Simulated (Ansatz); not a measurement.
**BSiH5 (boranylsilane): levels of theory compared**

We compute a comparison of 6 runs (UHF/STO-3G, B2PLYP/STO-3G, B3LYP/STO-3G, HSE06/STO-3G, wB97M-V/STO-3G, CCSD/STO-3G) of BSiH5 (boranylsilane). 

Program for the calculation: Ansatz 0.2.0.

47 further runs of the same task are left out: 47 set aside as unsound or not needed.

**1. The molecule**

BSiH5 has 7 atoms, charge 0, and is taken as a singlet. SMILES: `B[SiH3]`. The H4–B1 distance was set to 1.494 Å, away from the relaxed value.

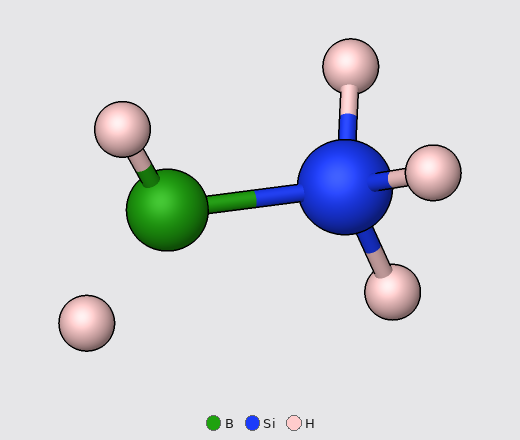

Viewed from a chosen angle; boron green, silicon blue, hydrogen pink.

**2. A single-point energy at UHF/STO-3G (run 1)**

The input, job.yaml:

```yaml
crystal:
  periodic: [false, false, false]
  atoms:
    - {symbol: B, position_ang: [-0.280567, -1.010650, 0.171530]}
    - {symbol: Si, position_ang: [-0.148267, 0.963650, -0.181270]}
    - {symbol: H, position_ang: [-1.363367, -1.512250, 0.257330]}
    - {symbol: H, position_ang: [0.906400, -1.902500, 0.335400]}
    - {symbol: H, position_ang: [-0.853367, 1.271750, -1.459970]}
    - {symbol: H, position_ang: [-0.860967, 1.695050, 0.906830]}
    - {symbol: H, position_ang: [1.237133, 1.497150, -0.272270]}
basis:
  gaussian:
    orbitals: STO-3G
magnetization:
  spin_polarized: true
hamiltonian:
  xc: hf
accuracy: high
total_charge: 0
```

On the command line:

```bash
$ ansatz run job.yaml --threads 1 --pin off --max-ram 2610MiB --events-out events.jsonl --progress --plain --runs-dir runs
```

Output:

```text
Warning: RAYON_NUM_THREADS=1 ignored (pool sized by the plan → 1); use --threads N
Functional definition: HF
  name "HF"
  exchange = exact_x
  correlation = 0
334 factors; integrals over basis functions are off by at most 9.9e-9 eV
mean field evaluation 1: about -8510.5605 eV, gradient 9.9e0 eV
mean field evaluation 2: about -8510.5570 eV, gradient 9.8e0 eV
mean field evaluation 4: about -8511.5955 eV, gradient 5.5e-1 eV
mean field evaluation 8: about -8511.5978 eV, gradient 4.9e-5 eV
mean field -8511.59781875 eV, -312.7954504707 hartree, gradient 2.4e-8 eV, S^2 0.000000; 0 other end points of the search recorded, 0 dependent functions left out
reference -8511.59781875 eV, -312.7954504707 hartree; 12, 12 occupied and 7, 7 virtual orbitals, 334 factors
Total energy: -8511.59781875 eV, -312.7954504707 hartree
```

Run time: 0.1 s. Hardware: 1 thread of Arm Neoverse V2, shared host.

**3. A single-point energy at B2PLYP/STO-3G (run 2)**

job.yaml: that of step 2 with these lines changed.

```diff
@@ -13,7 +13,6 @@
     orbitals: STO-3G
-magnetization:
-  spin_polarized: true
 hamiltonian:
-  xc: hf
+  xc: {name: B2PLYP}
+correlation:
+  frozen_orbitals: {B: 1, H: 0, Si: 5}
 accuracy: high
-total_charge: 0
```

On the command line:

```bash
$ ansatz run job.yaml --threads 1 --pin off --max-ram 2610MiB --events-out events.jsonl --progress --plain --runs-dir runs
```

Output, cut to the lines that bear on the results:

```text
Warning: RAYON_NUM_THREADS=1 ignored (pool sized by the plan → 1); use --threads N
Functional definition: B2PLYP
  name "B2PLYP"
[...]
334 factors; integrals over basis functions are off by at most 9.9e-9 eV
[...]
mean field -8526.75595994 eV, -313.3525018849 hartree, gradient 8.5e-9 eV, S^2 0.000000; 0 other end points of the search recorded, 0 dependent functions left out
6 core orbitals not correlated: weight in the atoms' cores, before any rotation towards them, 1.000 or more for the frozen orbitals, at most 0.000 for the correlated occupied ones
reference -8526.75597871 eV, -313.3525025750 hartree; 6, 6 occupied and 7, 7 virtual orbitals, 334 factors
second order -2.89666822 eV of doubles, -0.00000000 eV of singles
Total energy: -8527.53807913 eV, -313.3812442352 hartree
```

Wall time 1.4 s (1 thread of Arm Neoverse V2, shared host); peak memory 0.1 GiB.

Runs 3 to 5 aren't shown in full; the table further down has their settings and results.

**4. The energy at CCSD/STO-3G (run 6)**

The input, molecule.yaml:

```yaml
basis:
  gaussian:
    orbitals: STO-3G
crystal:
  periodic: [false, false, false]
  atoms:
    - {symbol: B, position_ang: [-0.280567, -1.010650, 0.171530]}
    - {symbol: Si, position_ang: [-0.148267, 0.963650, -0.181270]}
    - {symbol: H, position_ang: [-1.363367, -1.512250, 0.257330]}
    - {symbol: H, position_ang: [0.906400, -1.902500, 0.335400]}
    - {symbol: H, position_ang: [-0.853367, 1.271750, -1.459970]}
    - {symbol: H, position_ang: [-0.860967, 1.695050, 0.906830]}
    - {symbol: H, position_ang: [1.237133, 1.497150, -0.272270]}
correlation:
  method: ccsd
  frozen_orbitals: {B: 1, H: 0, Si: 5}
accuracy: high
scf:
  omitted_lower_state_checks: [cluster_reference, increment]
```

On the command line:

```bash
$ ansatz run molecule.yaml --threads 1 --pin off --max-ram 2610MiB --events-out events.jsonl --progress --plain --runs-dir runs
```

Output, cut to the lines that bear on the results:

```text
Warning: RAYON_NUM_THREADS=1 ignored (pool sized by the plan → 1); use --threads N
[... 2 set-up lines as earlier in the session ...]
[...]
334 factors; integrals over basis functions are off by at most 9.9e-9 eV
[...]
mean field -8511.59781875 eV, -312.7954504707 hartree, gradient 4.1e-9 eV, S^2 0.000000; 0 other end points of the search recorded, 0 dependent functions left out
6 core orbitals not correlated: weight in the atoms' cores, before any rotation towards them, 1.000 or more for the frozen orbitals, at most 0.000 for the correlated occupied ones
reference -8511.59781875 eV, -312.7954504707 hartree; 6, 6 occupied and 7, 7 virtual orbitals, 334 factors
second order -2.25325718 eV of doubles, -0.00000000 eV of singles
cycle   1  -2.93654753 eV  change   -6.8e-1 eV  update   6.9e-2
[...]
cycle  19  -3.31721014 eV  change  -2.2e-10 eV  update  2.0e-10
Total energy: -8514.91502889 eV, -312.9173556949 hartree
Checks for a lower state left out: cluster_reference, increment
```

Run time: 0.12 s. Hardware: 1 thread of Arm Neoverse V2, shared host.

**5. The series**

```tsv
run	level	frozen core orbitals	energy (Eh)	wall time
1	UHF/STO-3G	–	-312.795450	0.1 s
2	B2PLYP/STO-3G	6	-313.381244	1.4 s
3	B3LYP/STO-3G	–	-313.605878	1.1 s
4	HSE06/STO-3G	–	-313.417307	1.3 s
5	wB97M-V/STO-3G	–	-313.587480	18 s
6	CCSD/STO-3G	6	-312.917356	0.12 s
```

**6. Summary of results**

| quantity | value |
| --- | --- |
| run 6: total energy | -312.91736 Eh |
| run 6: correlation energy (6 core orbitals frozen) | -121.9 mEh |
| run 6: T1 diagnostic | 0.006 |

What this shows: Totals of different functionals can't be ranked against each other. In runs 1, 2, 3, 4, 5, 6 the basis is minimal, so the values are rough. All runs together took 22 s, the longest 18 s.
